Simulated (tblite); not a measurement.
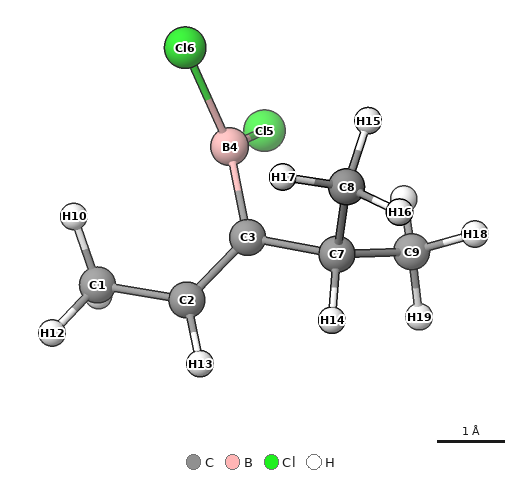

C₆H₁₁BCl₂, before the relaxation. The picture is a ball-and-stick view, seen at a tilt.

Level of theory: tblite, GFN2-xTB geometry optimisation, gas phase.

```xyz
20

C     2.7673   -0.4212    0.1328
C     1.3574   -0.8914   -0.0899
C     0.3741   -0.0302    0.0554
B     0.6171    1.4809    0.4148
Cl    0.4783    2.0608    2.1891
Cl    0.8682    2.7927   -0.8583
C    -1.0337   -0.5272   -0.1719
C    -1.5544    0.2067   -1.3676
C    -1.8971   -0.3657    1.0483
H     2.9169    0.5535   -0.3965
H     3.0201   -0.3380    1.2068
H     3.4125   -1.1733   -0.3590
H     1.1819   -1.9489   -0.3309
H    -0.9415   -1.5991   -0.4834
H    -1.9206    1.2232   -1.1460
H    -2.4257   -0.3807   -1.7446
H    -0.7716    0.3081   -2.1565
H    -2.9749   -0.3072    0.7120
H    -1.7658   -1.2181    1.7348
H    -1.7139    0.5858    1.6076
```

Where does the relaxation end?

The largest move after the best rigid fit is that of Cl5, 1.46 Å. By element the largest moves are Cl 1.46 Å, H 0.92 Å, B 0.33 Å, C 0.30 Å. Near-neighbour distances that change, for instance: B4–Cl5 1.872 → 1.724 Å, B4–Cl6 1.845 → 1.729 Å, C9–H18 1.131 → 1.088 Å, C1–H10 1.119 → 1.085 Å. Among the angles between lasting bonds that change: C1–C2–C3 118.7° → 127.9°, C1–C2–H13 118.9° → 113.7°, C3–C7–C8 106.5° → 111.7°. Groups turn about C1–C2 by about 45°, C3–B4 by about 40°, C7–C9 by about 25°. Over 192 geometry steps the energy falls by 0.744 eV.

Final geometry:

```xyz
20

C     2.8360   -0.5420    0.2682
C     1.3961   -0.8048   -0.0040
C     0.3913    0.0792   -0.0378
B     0.5851    1.6228    0.1219
Cl   -0.4029    2.5853    1.1558
Cl    1.7849    2.4684   -0.7927
C    -1.0182   -0.4598   -0.2565
C    -1.7890    0.3726   -1.2808
C    -1.7840   -0.5386    1.0658
H     3.0292    0.4967    0.5133
H     3.1705   -1.1693    1.0941
H     3.4265   -0.8136   -0.6068
H     1.1661   -1.8543   -0.1560
H    -0.9216   -1.4779   -0.6502
H    -2.0042    1.3644   -0.8919
H    -2.7326   -0.1121   -1.5204
H    -1.2124    0.4764   -2.1975
H    -2.7486   -1.0149    0.9054
H    -1.2249   -1.1213    1.7941
H    -1.9527    0.4535    1.4732
```

After the run, drawn alike:

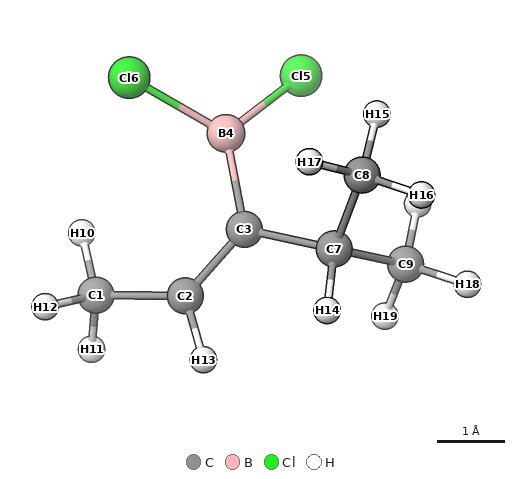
